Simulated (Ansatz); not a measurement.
**Run report: C3H8Si2, geometry relaxation (part 1 of 2)**

C3H8Si2, computed with RKS PBE0-D4/6-31G* (Ansatz 0.2.0).

It belongs to a series of runs on one base structure; here: end point A relaxed. Figures and captions count atoms from 1; the log counts them from 0 in places.

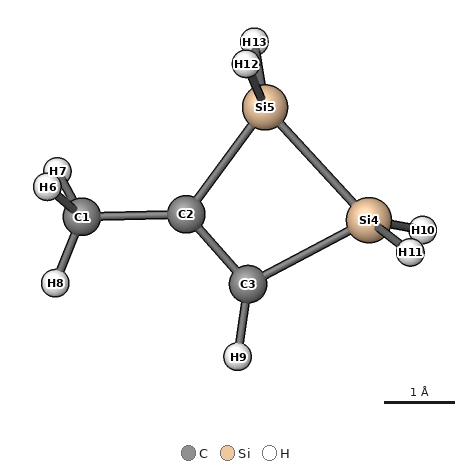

**Figure 1.** The starting structure (ball-and-stick view, seen on its broad side; atoms are numbered from 1 in the order of the input). Bond lengths as drawn: C–C 1.35 to 1.51 Å, C–H 1.05 to 1.14 Å, C–Si 1.94 to 2.00 Å, H–Si 1.45 to 1.53 Å and Si–Si 2.22 Å.

The input:
```yaml
crystal:
  periodic: [false, false, false]
  atoms:
    - { symbol: C, position_ang: [-1.819, 0.5019, 0.7709] }
    - { symbol: C, position_ang: [-0.5122, 0.0118, 0.1834] }
    - { symbol: C, position_ang: [-0.1315, -1.243, -0.1544] }
    - { symbol: Si, position_ang: [1.7567, -0.9868, -0.7674] }
    - { symbol: Si, position_ang: [1.0581, 1.0632, -0.2652] }
    - { symbol: H, position_ang: [-1.7032, 1.0534, 1.7215] }
    - { symbol: H, position_ang: [-2.2876, 1.2679, 0.0701] }
    - { symbol: H, position_ang: [-2.5314, -0.2622, 0.8979] }
    - { symbol: H, position_ang: [-0.6341, -2.1739, -0.0299] }
    - { symbol: H, position_ang: [1.813, -1.3488, -2.1815] }
    - { symbol: H, position_ang: [2.6601, -1.6709, 0.1451] }
    - { symbol: H, position_ang: [1.6406, 1.7061, 0.9958] }
    - { symbol: H, position_ang: [0.711, 2.0467, -1.3714] }
basis:
  gaussian: { orbitals: "6-31G*" }
hamiltonian:
  xc: pbe0
  dispersion: d4
relax:
  f_tol: 0.02
  max_steps: 50
output:
  orbitals: {}
```

Machine: 2 threads of Intel Xeon (Granite Rapids), 16 GiB of memory available, shared host.

Launch command:
```bash
ansatz run input.yaml --threads 2 --pin off --max-ram 3072MiB --backend cpu --events-out ev --progress --plain --runs-dir out
```

The program's output:
```
The last accepted step is kept in [file] (removed where the run ends without a failure and the disk answers)
Engine: ansatz 0.2.0, x86_64-unknown-linux-gnu
Functional definition: PBE0
  parameter a = 0.25
  parameter kappa = 0.804
  parameter beta = 0.06672455060314922
  exchange = (1 - a)*pbe_x(kappa = kappa, mu = beta*pi^2/3) + a*exact_x
  correlation = pbe_c(beta = beta)
1112 factors; integrals over basis functions are off by at most 6.3e-4 eV
mean field evaluation 1: about -18978.3050 eV, gradient 4.5e1 eV
mean field evaluation 2: about -18973.6698 eV, gradient 5.9e1 eV
mean field evaluation 4: about -18983.5194 eV, gradient 2.5e0 eV
mean field evaluation 8: about -18983.5541 eV, gradient 2.9e-1 eV
mean field evaluation 16: about -18983.5543 eV, gradient 2.0e-5 eV
mean field -18983.55432033 eV, -697.6327537568 hartree, gradient 2.0e-5 eV, S^2 0.000000; 0 other end points of the search recorded, 0 dependent functions left out
the calculation of the forces begins
reference -18983.55434805 eV, -697.6327547755 hartree; 27, 27 occupied and 72, 72 virtual orbitals, 1112 factors
relax step   1: F+E_penalty+E_count = -18983.83550627 eV  Δ(F+E_penalty+E_count) = +0.000e0 eV  max|allowed force component| = 2.428e0 eV/Å  Δτ_max = 0.0000 Å  (27 SCF iters, accepted)
these checks for a lower state are left out or cut short: starts, cluster_reference, orbital_swaps, neighbouring_geometries, increment
1112 factors; integrals over basis functions are off by at most 6.5e-4 eV
mean field -18984.00183806 eV, -697.6491997303 hartree, gradient 1.8e-5 eV, S^2 0.000000; 0 other end points of the search recorded, 0 dependent functions left out
the calculation of the forces begins
reference -18984.00186572 eV, -697.6492007465 hartree; 27, 27 occupied and 72, 72 virtual orbitals, 1112 factors
relax step   2: F+E_penalty+E_count = -18984.28154741 eV  Δ(F+E_penalty+E_count) = -4.460e-1 eV  max|allowed force component| = 8.635e-1 eV/Å  Δτ_max = 0.1585 Å  (29 SCF iters, accepted)
these checks for a lower state are left out or cut short: starts, cluster_reference, orbital_swaps, neighbouring_geometries, increment
1112 factors; integrals over basis functions are off by at most 6.0e-4 eV
mean field -18983.83385759 eV, -697.6430265618 hartree, gradient 1.0e-5 eV, S^2 0.000000; 0 other end points of the search recorded, 0 dependent functions left out
the calculation of the forces begins
reference -18983.83388518 eV, -697.6430275755 hartree; 27, 27 occupied and 72, 72 virtual orbitals, 1112 factors
relax step   3: F+E_penalty+E_count = -18984.11593845 eV  Δ(F+E_penalty+E_count) = +1.656e-1 eV  max|allowed force component| = 2.645e0 eV/Å  Δτ_max = 0.1998 Å  (29 SCF iters, rejected (line search))
these checks for a lower state are left out or cut short: starts, cluster_reference, orbital_swaps, neighbouring_geometries, increment
1112 factors; integrals over basis functions are off by at most 6.4e-4 eV
mean field evaluation 32: about -18983.9743 eV, gradient 4.1e0 eV
mean field -18984.06719623 eV, -697.6516015985 hartree, gradient 1.2e-5 eV, S^2 0.000000; 0 other end points of the search recorded, 0 dependent functions left out
the calculation of the forces begins
reference -18984.06722396 eV, -697.6516026174 hartree; 27, 27 occupied and 72, 72 virtual orbitals, 1112 factors
relax step   4: F+E_penalty+E_count = -18984.34811816 eV  Δ(F+E_penalty+E_count) = -6.657e-2 eV  max|allowed force component| = 3.107e-1 eV/Å  Δτ_max = 0.0965 Å  (29 SCF iters, accepted)
these checks for a lower state are left out or cut short: starts, cluster_reference, orbital_swaps, neighbouring_geometries, increment
1112 factors; integrals over basis functions are off by at most 6.4e-4 eV
mean field -18984.07000213 eV, -697.6517047135 hartree, gradient 7.2e-6 eV, S^2 0.000000; 0 other end points of the search recorded, 0 dependent functions left out
the calculation of the forces begins
reference -18984.07002991 eV, -697.6517057342 hartree; 27, 27 occupied and 72, 72 virtual orbitals, 1112 factors
relax step   5: F+E_penalty+E_count = -18984.35063953 eV  Δ(F+E_penalty+E_count) = -2.521e-3 eV  max|allowed force component| = 2.599e-1 eV/Å  Δτ_max = 0.0218 Å  (30 SCF iters, accepted)
these checks for a lower state are left out or cut short: starts, cluster_reference, orbital_swaps, neighbouring_geometries, increment
1112 factors; integrals over basis functions are off by at most 6.3e-4 eV
mean field -18984.07026182 eV, -697.6517142569 hartree, gradient 7.2e-6 eV, S^2 0.000000; 0 other end points of the search recorded, 0 dependent functions left out
the calculation of the forces begins
reference -18984.07028956 eV, -697.6517152764 hartree; 27, 27 occupied and 72, 72 virtual orbitals, 1112 factors
relax step   6: F+E_penalty+E_count = -18984.35163122 eV  Δ(F+E_penalty+E_count) = -9.917e-4 eV  max|allowed force component| = 3.247e-1 eV/Å  Δτ_max = 0.0730 Å  (29 SCF iters, accepted)
these checks for a lower state are left out or cut short: starts, cluster_reference, orbital_swaps, neighbouring_geometries, increment
1112 factors; integrals over basis functions are off by at most 6.3e-4 eV
mean field -18984.07797390 eV, -697.6519976706 hartree, gradient 2.7e-5 eV, S^2 0.000000; 0 other end points of the search recorded, 0 dependent functions left out
the calculation of the forces begins
reference -18984.07800164 eV, -697.6519986901 hartree; 27, 27 occupied and 72, 72 virtual orbitals, 1112 factors
relax step   7: F+E_penalty+E_count = -18984.35895772 eV  Δ(F+E_penalty+E_count) = -7.327e-3 eV  max|allowed force component| = 3.352e-2 eV/Å  Δτ_max = 0.0412 Å  (28 SCF iters, accepted)
these checks for a lower state are left out or cut short: starts, cluster_reference, orbital_swaps, neighbouring_geometries, increment
1112 factors; integrals over basis functions are off by at most 6.3e-4 eV
mean field evaluation 64: about -18984.0780 eV, gradient 2.7e-5 eV
mean field -18984.07803494 eV, -697.6519999136 hartree, gradient 2.7e-5 eV, S^2 0.000000; 0 other end points of the search recorded, 0 dependent functions left out
the calculation of the forces begins
reference -18984.07806267 eV, -697.6520009327 hartree; 27, 27 occupied and 72, 72 virtual orbitals, 1112 factors
relax step   8: F+E_penalty+E_count = -18984.35907132 eV  Δ(F+E_penalty+E_count) = -1.136e-4 eV  max|allowed force component| = 2.153e-2 eV/Å  Δτ_max = 0.0072 Å  (23 SCF iters, accepted)
these checks for a lower state are left out or cut short: starts, cluster_reference, orbital_swaps, neighbouring_geometries, increment
1112 factors; integrals over basis functions are off by at most 6.4e-4 eV
mean field -18984.07808640 eV, -697.6520018048 hartree, gradient 6.8e-5 eV, S^2 0.000000; 0 other end points of the search recorded, 0 dependent functions left out
the calculation of the forces begins
reference -18984.07811413 eV, -697.6520028240 hartree; 27, 27 occupied and 72, 72 virtual orbitals, 1112 factors
relax step   9: F+E_penalty+E_count = -18984.35912148 eV  Δ(F+E_penalty+E_count) = -5.016e-5 eV  max|allowed force component| = 3.103e-3 eV/Å  Δτ_max = 0.0034 Å  (20 SCF iters, accepted)
```

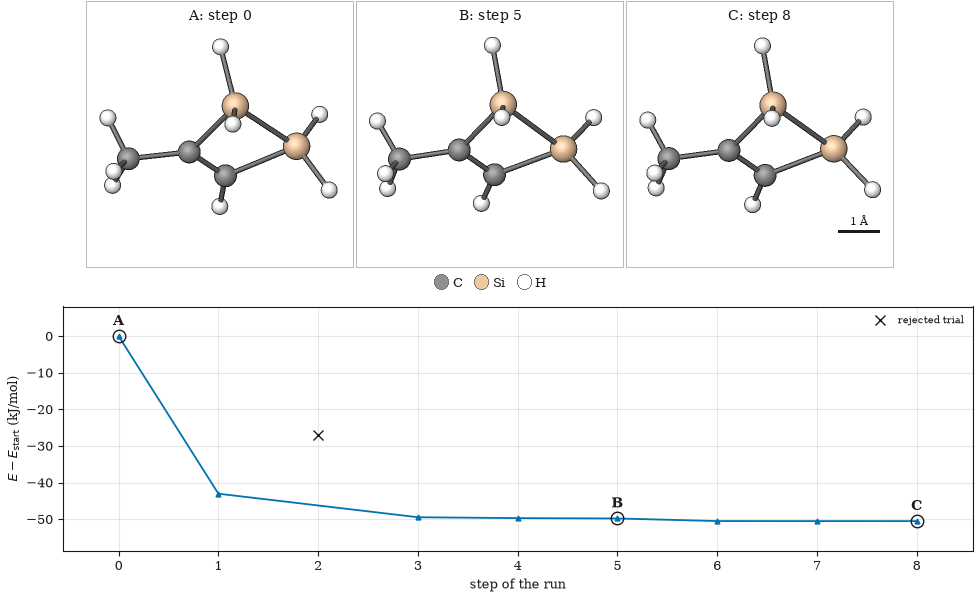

**Figure 2.** Frames of the relaxation (ball-and-stick view, seen at a tilt) above the curves, on which the letters mark them (the first geometry is step 0 here and step 1 in the log).

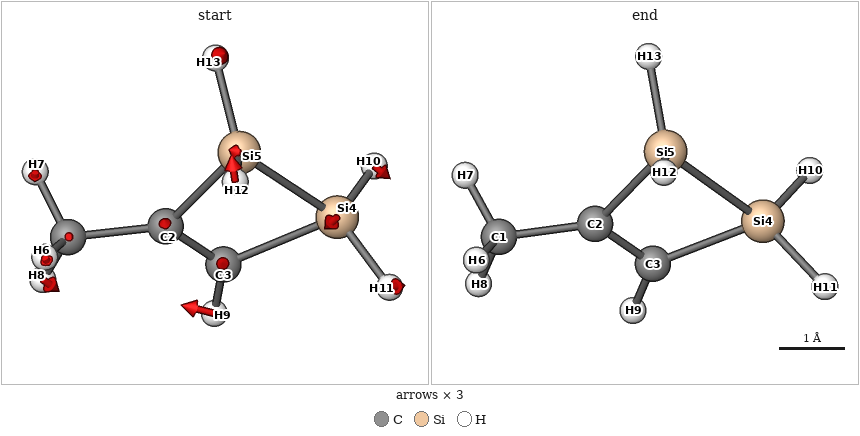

**Figure 3.** Before (left) and after (right) the relaxation, at one scale (ball-and-stick view, seen at a tilt). The red arrows give the displacements, magnified 3 times. The energy falls by 50.5 kJ/mol in 8 geometry steps. The largest force component goes from 2.4 to 0.0031 eV/Å. The line search rejected the trial step at point 2 (counted from 0) and went back. The largest move after the best rigid fit is that of H9, 0.19 Å. Largest moves by element: H 0.19 Å, Si 0.12 Å, C 0.07 Å. Distances before and after: C3–Si4 2.002 → 1.881 Å, Si4–Si5 2.223 → 2.327 Å, C2–Si5 1.942 → 1.898 Å, C1–H8 1.052 → 1.096 Å. Among the angles that change: H10–Si4–H11 117.8° → 107.5°, C3–Si4–H10 107.5° → 115.9°, C2–C3–H9 130.4° → 122.4°. (Atoms are counted from 1 in the order of the input.)

```
1112 factors; integrals over basis functions are off by at most 6.4e-4 eV
mean field -18984.07808640 eV, -697.6520018048 hartree, gradient 6.8e-5 eV, S^2 0.000000; 1 other end points of the search recorded, 0 dependent functions left out
the calculation of the forces begins
reference -18984.07811413 eV, -697.6520028240 hartree; 27, 27 occupied and 72, 72 virtual orbitals, 1112 factors
Total energy: -18984.35914922 eV, -697.6623306729 hartree
Atom 0 at    -1.823464     0.477485     0.742261 Å, force     0.000201     0.001809     0.000263 eV/Å
Atom 1 at    -0.492368     0.075521     0.194298 Å, force     0.001093    -0.001935    -0.000658 eV/Å
Atom 2 at    -0.106974    -1.188736    -0.117049 Å, force    -0.000132    -0.000239     0.000004 eV/Å
Atom 3 at     1.657935    -1.052688    -0.752027 Å, force     0.000788     0.000982     0.000156 eV/Å
Atom 4 at     1.029710     1.126280    -0.231225 Å, force     0.002163     0.002169    -0.000789 eV/Å
Atom 5 at    -1.709783     0.978124     1.712063 Å, force    -0.000043     0.000487     0.002060 eV/Å
Atom 6 at    -2.317196     1.197103     0.077098 Å, force    -0.000605     0.000813    -0.001909 eV/Å
Atom 7 at    -2.489354    -0.382927     0.874447 Å, force    -0.003103    -0.002987     0.000763 eV/Å
Atom 8 at    -0.766550    -2.050950     0.012676 Å, force    -0.000933    -0.000978     0.000400 eV/Å
Atom 9 at     1.871182    -1.446814    -2.176314 Å, force    -0.000454    -0.000154     0.000099 eV/Å
Atom 10 at     2.699204    -1.742663     0.065952 Å, force     0.000163    -0.000213    -0.000373 eV/Å
Atom 11 at     1.649316     1.840500     0.925787 Å, force     0.000501    -0.000013     0.000346 eV/Å
Atom 12 at     0.818842     2.135165    -1.313066 Å, force     0.000360     0.000260    -0.000363 eV/Å
Dipole moment:    -0.197330     0.018384     0.075740 e Å
```
